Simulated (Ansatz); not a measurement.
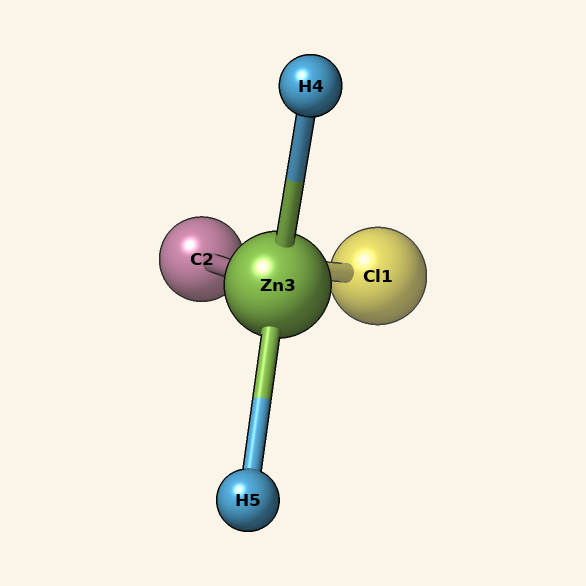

C2 lies behind Zn3. The molecule seen a little off the Zn3–C2 bond, Zn3 in front. Atoms fade into the background with distance from the viewer. Charge −1, singlet. The computed structure is the end point of a PBE-D4/def2-SVPD optimisation. No frequency run is at hand to confirm it as a minimum.

> What is the torsion angle H4–Zn3–C2–Cl1? The sign is positive where the front bond must turn clockwise to cover the back bond.

99°, about perpendicular.
